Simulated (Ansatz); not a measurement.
# The false plateau in GW convergence: Si3N4 (Fd-3m), part 2 of 2

Can the band sum of G0W0 be converged at a fixed screening cutoff? A test on Si3N4 (Fd-3m).

Ansatz 0.2.0; G0W0 on PBE, plane waves, PAW; PAW set soft_1. Known limits of the many-body steps: not at the basis limit.

So far. Step 6 (94 empty bands, screening to 150 eV): The G0W0 gap on the mesh is 4.509 eV.

### Step 7. 492 empty bands, screening to 150 eV

input.yaml reads:

```yaml
crystal:
  lattice:
    - [0.0, 3.893718, 3.893718]
    - [3.893718, 0.0, 3.893718]
    - [3.893718, 3.893718, 0.0]
  atoms:
    - { symbol: Si, position: [0.125, 0.125, 0.625] }
    - { symbol: Si, position: [0.125, 0.625, 0.125] }
    - { symbol: Si, position: [0.625, 0.125, 0.125] }
    - { symbol: Si, position: [0.125, 0.125, 0.125] }
    - { symbol: Si, position: [0.75, 0.75, 0.75] }
    - { symbol: Si, position: [0.5, 0.5, 0.5] }
    - { symbol: "N", position: [0.367563, 0.367563, 0.367563] }
    - { symbol: "N", position: [0.352689, 0.882437, 0.882437] }
    - { symbol: "N", position: [0.882437, 0.882437, 0.352689] }
    - { symbol: "N", position: [0.882437, 0.352689, 0.882437] }
    - { symbol: "N", position: [0.367563, 0.367563, 0.897311] }
    - { symbol: "N", position: [0.367563, 0.897311, 0.367563] }
    - { symbol: "N", position: [0.882437, 0.882437, 0.882437] }
    - { symbol: "N", position: [0.897311, 0.367563, 0.367563] }
kpoints:
  mp_grid: { grid: [4, 4, 4] }
hamiltonian:
  xc: pbe
  pseudopotentials: { kind: paw, azcp: { folder: soft_1 } }
scf:
  occupations: { method: fixed }
gw:
  n_empty_bands: 492
  ecut_chi: 150
  qp_bands: [v4, c4]
  qp_kpoints: band_edges
  screening: { model: contour_deformation }
```

On the command line:

```console
$ ansatz run input.yaml --threads 2 --pin off --max-ram 92160MiB --backend cuda --events-out ev --progress --plain --runs-dir out --devices 1 --max-vram 13GiB
```

Numbers of over 12 decimals in the logs are rounded to 6 here.

The program printed:

```text
GPUs: using 1 of 1 available (devices: 1).
[...]
GPU FFT provider: cuFFT
GPU libraries: cuBLAS 13.8.2, cuFFT 12.4.0, cuSOLVER 12.3.4
Crystal: 14 atoms, lattice volume = 118.066 Å³
Basis set: ecut = 420 eV, 2277 PW (Γ)
Bands: 46, of which v1, the nominal top of the filled ones, is band 32 counted from 1 (31 counted from 0)
Symmetry: 48 space group operations
[...]
k-points: 8 of 64
[...]
0    36     15.8536    -9.3955    -4.6521   -14.8812  0.8297    16.6910    16.6872  root
[...]
7    33     17.6152    -8.1010    -4.8473   -13.6646  0.8190    18.3352    18.3314  root
     7    34     17.6152    -8.1010    -4.8473   -13.6646  0.8190    18.3352    18.3314  root
     7    35     18.1258    -8.3659    -5.0474   -14.2302  0.8153    18.9478    18.9427  root
     7    36     18.1258    -8.3659    -5.0474   -14.2302  0.8153    18.9478    18.9427  root
[key lines of the parts left out:]
SCF converged after 8 iterations
Free energy (F): -6899.805714 eV
Fermi energy:    10.947073 eV
```

Run time: 61 s. Hardware: 1 × NVIDIA H100 80GB HBM3 (shared by 6 runs) with 2 threads of AMD EPYC 7R13 (Zen 3), shared host; peak memory 1.6 GiB.

The G0W0 gap on the mesh is 4.689 eV.

### Step 8. 874 empty bands, screening to 220 eV

input.yaml, as its differences from that of step 7:

```diff
@@ -28,4 +28,4 @@
 gw:
-  n_empty_bands: 492
-  ecut_chi: 150
+  n_empty_bands: 874
+  ecut_chi: 220
   qp_bands: [v4, c4]
```

The program printed:

```text
GPUs: using 1 of 1 available (devices: 1).
[...]
GPU FFT provider: cuFFT
GPU libraries: cuBLAS 13.8.2, cuFFT 12.4.0, cuSOLVER 12.3.4
Crystal: 14 atoms, lattice volume = 118.066 Å³
Basis set: ecut = 420 eV, 2277 PW (Γ)
Bands: 46, of which v1, the nominal top of the filled ones, is band 32 counted from 1 (31 counted from 0)
Symmetry: 48 space group operations
[...]
k-points: 8 of 64
[...]
0    36     15.8536    -9.3955    -4.7598   -14.8812  0.8291    16.5824    16.5795  root
[...]
7    33     17.6152    -8.1010    -4.9545   -13.6646  0.8184    18.2270    18.2243  root
     7    34     17.6152    -8.1010    -4.9545   -13.6646  0.8184    18.2270    18.2243  root
     7    35     18.1258    -8.3659    -5.1622   -14.2302  0.8146    18.8316    18.8278  root
     7    36     18.1258    -8.3659    -5.1622   -14.2302  0.8146    18.8316    18.8278  root
[key lines of the parts left out:]
SCF converged after 8 iterations
Free energy (F): -6899.805714 eV
Fermi energy:    10.947073 eV
```

The job ended after 60 s (1 × NVIDIA H100 80GB HBM3 (shared by 6 runs) with 2 threads; peak memory 2.5 GiB).

The G0W0 gap on the mesh is 4.808 eV.

### Step 9. 268 empty bands, screening to 300 eV

input.yaml, as its differences from that of step 8:

```diff
@@ -28,4 +28,4 @@
 gw:
-  n_empty_bands: 874
-  ecut_chi: 220
+  n_empty_bands: 268
+  ecut_chi: 300
   qp_bands: [v4, c4]
```

The program printed:

```text
GPUs: using 1 of 1 available (devices: 1).
[...]
GPU FFT provider: cuFFT
GPU libraries: cuBLAS 13.8.2, cuFFT 12.4.0, cuSOLVER 12.3.4
Crystal: 14 atoms, lattice volume = 118.066 Å³
Basis set: ecut = 420 eV, 2277 PW (Γ)
Bands: 46, of which v1, the nominal top of the filled ones, is band 32 counted from 1 (31 counted from 0)
Symmetry: 48 space group operations
[...]
k-points: 8 of 64
[...]
0    36     15.8536    -9.3955    -4.4870   -14.8812  0.8299    16.8579    16.8523  root
[...]
7    33     17.6152    -8.1010    -4.7021   -13.6646  0.8191    18.4822    18.4766  root
     7    34     17.6152    -8.1010    -4.7021   -13.6646  0.8191    18.4822    18.4766  root
     7    35     18.1258    -8.3659    -4.8922   -14.2302  0.8153    19.1053    19.0978  root
     7    36     18.1258    -8.3659    -4.8922   -14.2302  0.8153    19.1053    19.0978  root
[key lines of the parts left out:]
SCF converged after 8 iterations
Free energy (F): -6899.805714 eV
Fermi energy:    10.947073 eV
```

It took 26 s on 1 × NVIDIA H100 80GB HBM3 (shared by 6 runs) with 2 threads; peak memory 3.5 GiB; 31 s of CPU time.

The G0W0 gap on the mesh is 4.646 eV.

### Step 10. The grid

Start PBE, 4×4×4 mesh. Times are wall times on 1 × NVIDIA H100 80GB HBM3 (shared by 6 runs) with 2 threads of AMD EPYC 7R13 (Zen 3), shared host, good to a factor of about two.

| cutoff (eV) | plane waves at q = 0 | bands summed | gap (eV) | Σc valence (eV) | Σc conduction (eV) | time |
| --- | --- | --- | --- | --- | --- | --- |
| 50 | 113 | 126 | 4.332 | 3.87 | -3.77 | 13 s |
| 50 | 113 | 524 | 4.279 | 3.53 | -4.15 | 16 s |
| 100 | 283 | 300 | 4.529 | 3.33 | -4.11 | 14 s |
| 100 | 283 | 1425 | 4.570 | 3.12 | -4.27 | 1.8 min |
| 150 | 531 | 126 | 4.509 | 3.75 | -3.70 | 10 s |
| 150 | 531 | 524 | 4.689 | 3.04 | -4.24 | 61 s |
| 220 | 893 | 906 | 4.808 | 2.83 | -4.32 | 60 s |
| 300 | 1411 | 300 | 4.646 | 3.22 | -4.10 | 26 s |

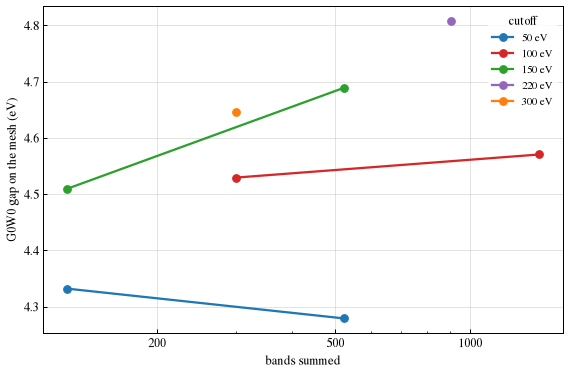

The gap against bands, one line for each screening cutoff.

### Step 11. Summary of results

```yaml
126_bands_50_ev: 4.332 eV
524_bands_50_ev: 4.279 eV
300_bands_100_ev: 4.529 eV
1425_bands_100_ev: 4.570 eV
126_bands_150_ev: 4.509 eV
524_bands_150_ev: 4.689 eV
906_bands_220_ev: 4.808 eV
300_bands_300_ev: 4.646 eV
estimated_limit_along_the_diagonal: 4.97 eV
mesh_and_start: 4×4×4, PBE
```

**Reading.** At 50 eV, going from 126 to 524 bands moves the gap by −0.05 eV. At 100 eV, going from 300 to 1425 bands moves the gap by +0.04 eV. At 150 eV, going from 126 to 524 bands moves the gap by +0.18 eV. At 126 bands, raising the cutoff from 50 to 150 eV moves it by +0.18 eV. At 524 bands, raising the cutoff from 50 to 150 eV moves it by +0.41 eV. At 300 bands, raising the cutoff from 100 to 300 eV moves it by +0.12 eV. Along the diagonal, where both rise together, the two highest rungs point to 4.97 eV. Gaps are over the mesh's points; an edge off the mesh would be missed. A low cutoff hides what high bands add, so a band series at one cutoff can look settled before the gap is.

[Paths, hosts, dates, memory and timing lines, banners, echoed tables and standing remarks are left out of the program output.]

[Logs are printed without paths, hosts, clocks, repeated set-up lines and the standing remarks that a program may print on its own settings, such as how far it seeks lower states.]

[Runs of the session that timed out or met a known fault of the program may be left out.]

[Cells called generated may have been cut or substituted from an entry of the Crystallography Open Database or the Materials Project.]

[Hosts, paths, dates, database ids (printed as entryN), source tags and the programs' standing remarks are cut or masked in the printed files.]
